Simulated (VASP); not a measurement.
Band structure of Tc₃Ni (space group P6_3/mmc). Computed with LDA (Ceperley-Alder, Perdew-Zunger), VASP's LDA PAW potentials (set 64) (plane waves; VASP).

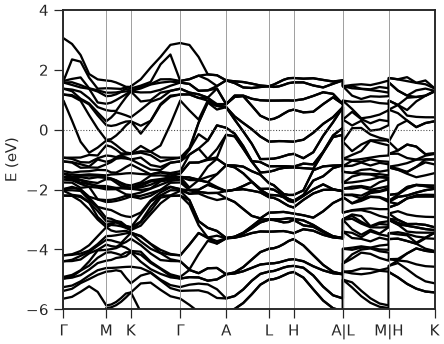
Fig. 1. Bands along high-symmetry lines, zero at the valence-band maximum or, without a gap, the Fermi level

### Question
Read the plot: is there a gap, and where are the band edges?

### Answer
It has no gap at this level: it comes out as a metal or semimetal.

The structure comes from a computed database's Tc3Ni entry (P6_3/mmc); how it stands against other phases isn't given here. The cell was not relaxed at this level. The run is not spin-polarised, so no magnetic state was tried.
